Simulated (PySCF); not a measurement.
# One shape, several levels: BNH4 (SMILES BN)

Wanted: a comparison of 6 runs (B2PLYP/STO-6G, PBE0/STO-6G, MP2/STO-6G, BCCD(T)/STO-6G, NEVPT2(2,2)/STO-6G, FCI/STO-6G) of BNH4. The job is set up through a Python script.

Program for the calculation: PySCF 2.14.0.

2 further runs of the same task are left out: 2 set aside as unsound or not needed.

### 1 The structure to begin with

The species is BNH4 (6 atoms), meant as a singlet with charge 0. As SMILES, `BN`. The B1–H3 distance was set to 2.634 Å, away from the relaxed value. At this shape a bond of the SMILES string is far longer than usual.

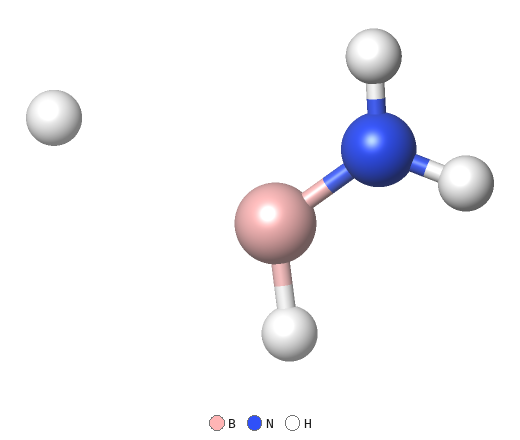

The structure, seen from a chosen angle (boron pink, nitrogen blue, hydrogen white).

### 2 The energy at B2PLYP/STO-6G (run 1)

Contents of run.py:

```python
from pyscf import gto, dft, mp

mol = gto.M(
    atom='''
B     -1.044996     0.276764    -2.118929
N     -0.526644     2.841122    -2.050143
H      0.426700    -2.585145     1.677132
H     -2.148218    -0.571912    -3.902075
H     -1.032524     4.043555    -3.432667
H      0.391574     3.680160    -0.613006
''',
    unit='bohr',
    max_memory=1860,
    basis='sto-6g',
    verbose=3,
)

mf = dft.RKS(mol)
mf.xc = '0.53*HF + 0.47*B88, 0.73*LYP'
mf.conv_tol = 1e-10
mf.grids.level = 5
mf.kernel()
if not mf.converged:
    mf = mf.newton().run(mf.mo_coeff, mf.mo_occ)

pt = mp.MP2(mf, frozen=2).run()
e_final = mf.e_tot + 0.27 * pt.e_corr
print('PT2 part  %.8f' % (0.27 * pt.e_corr))
print('Final energy', e_final)
```

The run is started by

```sh
$ OMP_NUM_THREADS=1 python run.py
```

Standard output:

```text
converged SCF energy = -81.3284697756224
E(RMP2) = -81.5606691427116  E_corr = -0.232199367089181
E(SCS-RMP2) = -81.5899102641619  E_corr = -0.261440488539467
PT2 part  -0.06269383
Final energy -81.39116360473648
```

It took 2.8 s on 1 thread of Intel Xeon Platinum 8488C (Sapphire Rapids), shared host; peak memory 0.18 GiB.

### 3 A single-point energy at PBE0/STO-6G (run 2)

Contents of job.py:

```python
from pyscf import gto, dft

molecule = gto.Mole()
molecule.atom = [
    ('B', (-0.552988, 0.146457, -1.121289)),
    ('N', (-0.278688, 1.503457, -1.084889)),
    ('H', (0.225800, -1.368000, 0.887500)),
    ('H', (-1.136788, -0.302643, -2.064889)),
    ('H', (-0.546388, 2.139757, -1.816489)),
    ('H', (0.207212, 1.947457, -0.324389)),
]
molecule.basis = 'sto-6g'
molecule.charge = 0
molecule.spin = 0
molecule.verbose = 3
molecule.max_memory = 1860
molecule.build()

ks = dft.RKS(molecule, xc='pbe0')
ks.conv_tol = 1e-10
ks.grids.level = 5
ks.kernel()
if not ks.converged:
    ks = ks.newton().run(ks.mo_coeff, ks.mo_occ)

etot = ks.e_tot
print(f'total energy: {etot:.8f} hartree')
```

The run is started by

```sh
$ OMP_NUM_THREADS=1 python job.py
```

Standard output:

```text
converged SCF energy = -81.4278472606146
total energy: -81.42784726 hartree
```

Wall time 3.3 s (1 thread of Intel Xeon Platinum 8488C (Sapphire Rapids), shared host); peak memory 0.18 GiB.

Runs 3 to 5 aren't shown in full; the table further down has their settings and results.

### 4 The energy at FCI/STO-6G (run 6)

Contents of input.py:

```python
from pyscf import gto, mcscf
from pyscf import fci

mol = gto.M(
    atom='''
B     -1.044996     0.276764    -2.118929
N     -0.526644     2.841122    -2.050143
H      0.426700    -2.585145     1.677132
H     -2.148218    -0.571912    -3.902075
H     -1.032524     4.043555    -3.432667
H      0.391574     3.680160    -0.613006
''',
    unit='bohr',
    max_memory=1860,
    basis='sto-6g',
    verbose=3,
)

hf = mol.RHF()
hf.conv_tol = 1e-10
hf.kernel()
if not hf.converged:
    hf = hf.newton().run(hf.mo_coeff, hf.mo_occ)

cas = mcscf.CASCI(hf, hf.mo_coeff.shape[-1] - 2, (mol.nelec[0] - 2, mol.nelec[1] - 2))  # full CI above the frozen core
cas.fcisolver = fci.direct_spin0.FCI(mol)  # even spin states alone
cas.kernel()
print('<S^2> = %.4f' % cas.fcisolver.spin_square(cas.ci, cas.ncas, cas.nelecas)[0])
energy = cas.e_tot
print('Final energy', energy)
```

The run is started by

```sh
$ OMP_NUM_THREADS=1 python input.py
```

Standard output:

```text
converged SCF energy = -80.9304481479952
CASCI E = -81.1782924532747  E(CI) = -31.9878100348757  S^2 = 0.0000000
<S^2> = 0.0000
Final energy -81.17829245327466
```

Wall time 9.9 s (1 thread of Intel Xeon Platinum 8488C (Sapphire Rapids), shared host); peak memory 0.3 GiB.

### 5 The series

| run | level | frozen core orbitals | integration grid | energy (Eh) | dipole moment (D) of the reference | HOMO energy (eV) | LUMO energy (eV) | wall time |
| --- | --- | --- | --- | --- | --- | --- | --- | --- |
| 1 | B2PLYP/STO-6G | 2 | 5 | -81.391164 | 3.23 | -3.84 | 2.09 | 2.8 s |
| 2 | PBE0/STO-6G | – | 5 | -81.427847 | 3.26 | -3.12 | 0.92 | 3.3 s |
| 3 | MP2/STO-6G | 2 | – | -81.092398 | 3.28 | -4.84 | 4.30 | 1.2 s |
| 4 | BCCD(T)/STO-6G | 2 | – | -81.178250 | – | – | – | 1.1 s |
| 5 | NEVPT2(2,2)/STO-6G | – | – | -81.150855 | 3.28 | -4.84 | 4.30 | 0.75 s |
| 6 | FCI/STO-6G | 2 | – | -81.178292 | 3.28 | -4.84 | 4.30 | 9.9 s |

### 6 Results

```
                                          quantity         value
                               run 6: total energy  -81.17829 Eh
       run 6: dipole moment (Hartree–Fock density)        3.28 D
        run 6: HOMO energy (Hartree–Fock orbitals)      -4.84 eV
        run 6: LUMO energy (Hartree–Fock orbitals)       4.30 eV
      run 6: HOMO–LUMO gap (Hartree–Fock orbitals)       9.14 eV
run 6: correlation energy (2 core orbitals frozen)    -247.8 mEh
```

What this shows: Against full CI in this basis: MP2 +85.9 mEh; BCCD(T) +0.0 mEh. Totals of different functionals can't be ranked against each other. In runs 1, 2, 3, 4, 5, 6 the basis is minimal, so the values are rough. All runs together took 19 s, the longest 9.9 s.
